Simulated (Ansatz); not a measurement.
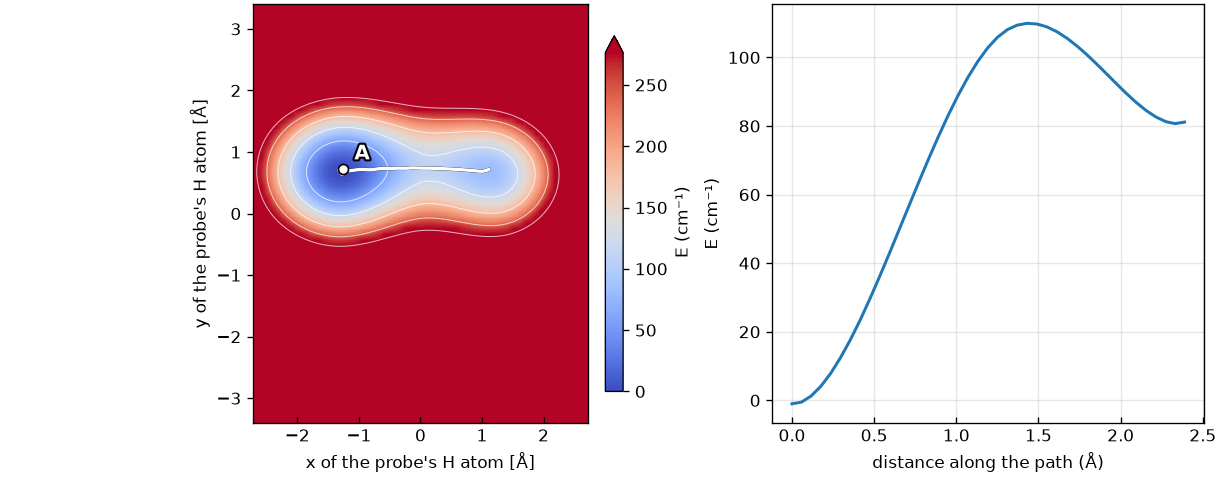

H₂SiTe₂ (SMILES [SiH2]1[Te][Te]1) with the probe H2O. 
- The probe is moved over a plane parallel to the molecule's main plane, 3.34 Å above it.
- Coordinates scanned: (1) x of the probe's H atom; (2) y of the probe's H atom.
- Nothing is relaxed (molecule and probe rigid, the probe upright with H nearest the plane).
- Grid: 9 × 11 points.
- Points are written as (first, second).
- Energies: cm⁻¹, counted from the lowest grid point.
- All numbers below come from RKS B3LYP-D4/def2-SVPD (Ansatz).

Drawn: a smooth colour map with a few white contour lines, a line along the lowest path, one colour for all values above the top of the scale, the energy along the path at the right, the start A. Between grid points the surface is interpolated.

**Describe the path and its barrier.**

The easiest path leads from the well at (−1.36 Å, 0.68 Å) to the well at about (1.11 Å, 0.72 Å), about 82 cm⁻¹ higher. Its highest point lies about 111 cm⁻¹ above the bottom of the first well on the interpolated surface, at about (0.16 Å, 0.74 Å). Seen from the upper well the barrier is about 29 cm⁻¹. This is the barrier on the constrained surface; relaxing the other coordinates would change it.
